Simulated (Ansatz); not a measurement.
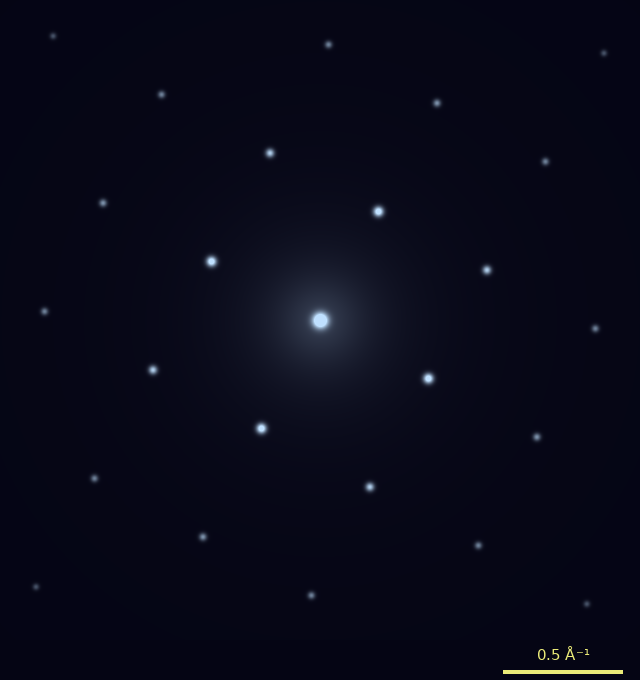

Kinematic zone-axis pattern, calculated for 200 keV electrons with B = 0.8 Å².

Phase: Si, space group Fd-3m (No. 227), a = 5.44 Å. Structure: the input geometry of an electronic-structure calculation (not necessarily at equilibrium).

```csv
atom,site,symmetry,x,y,z
Si,8a,-43m,0.0000,0.0000,0.0000
```

> Measure the pattern against the scale bar and name the zone.

The spots form a square net with both shortest vectors at d = 1.92 Å, 90.0° apart. They index as 2 -2 0 and 2 2 0, so the zone axis is [001] (or an equivalent direction of <001>).

> Which reflections of this zone are missing, and why?

The lattice centring (F) removes all reflections that break h + k = 2n, h + l = 2n; a glide plane extinguishes reflections such as 2 -4 0, 2 4 0, 4 -2 0; a screw axis and a glide plane both extinguish reflections such as 0 2 0, 2 0 0, 0 6 0.

> List the strongest reflections.

Strongest reflections with d > 0.80 Å, one of each family (|F|² from tabulated Gaussian fits of the electron scattering factors, times a small damping for the curvature of the Ewald sphere):

| hkl | d (Å) | I (strongest = 100) |
| --- | --- | --- |
| 2 2 0 | 1.924 | 100 |
| 4 0 0 | 1.360 | 34 |
| 4 4 0 | 0.962 | 10 |
| 6 2 0 | 0.860 | 7 |
